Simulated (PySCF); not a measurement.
```xyz
13

F    -3.890   -0.503    0.759
C    -2.535   -0.683    0.582
Si   -1.656    1.001    0.637
C     0.137    0.692    0.383
C     1.323    0.440    0.207
Si    3.103    0.072   -0.059
H    -2.145   -1.348    1.373
H    -2.354   -1.182   -0.386
H    -2.174    1.884   -0.445
H    -1.874    1.648    1.962
H     3.788   -0.031    1.261
H     3.719    1.168   -0.861
H     3.233   -1.220   -0.792
```

Question: Where will the first 8 clear peaks of this molecule's radial distribution curve from gas electron diffraction lie, and which pairs make them?

Answer: Peak 1, 1.41 Å: C–C 1.22 Å, F–C 1.38 Å, Si–H 1.49 Å (×5), not resolved
Peak 2, 1.86 Å: Si–C 1.84–1.90 Å (×3), not resolved
Peak 3, 2.70 Å: Si···H 2.51 Å (×2), Si···F 2.70 Å, C···H 2.72–2.79 Å (×7), not resolved
Peak 4, 3.06 Å: C···C 3.01 Å, Si···C 3.06 Å (×2), not resolved
Peak 5, 4.11 Å: C···H 3.82–4.07 Å (×7), C···C 4.03 Å, F···C 4.22 Å, not resolved
Peak 6, 4.90 Å: Si···Si 4.90 Å
Peak 7, 5.63 Å: F···C 5.33 Å, Si···H 5.56–5.62 Å (×7), Si···C 5.72 Å, not resolved
Peak 8, 7.07 Å: Si···F 7.06 Å

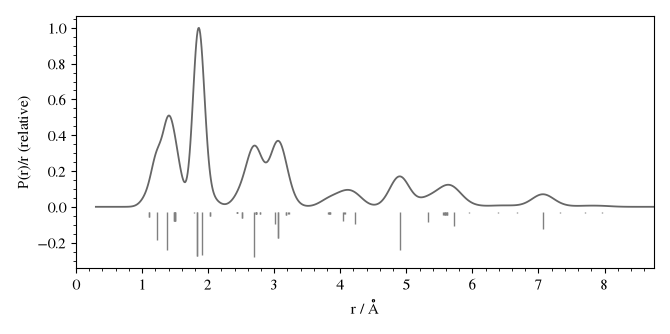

Simulated gas electron diffraction: radial distribution curve of C₃H₇FSi₂. Each pair of atoms contributes with weight ZᵢZⱼ/r (bars below the curve); damping constant 0.002 Å²; vibrational amplitudes assumed, not computed: 0.05 Å for bonds, 0.078 Å for bonds to H, 0.06 + 0.015 r up to 0.15 Å for other pairs. The geometry is the end point of an optimisation (PBE0-D3(BJ)/def2-SVP geometry optimisation, gas phase in PySCF 2.14.0, density-fitted response routines); it may be a saddle point or a higher isomer.
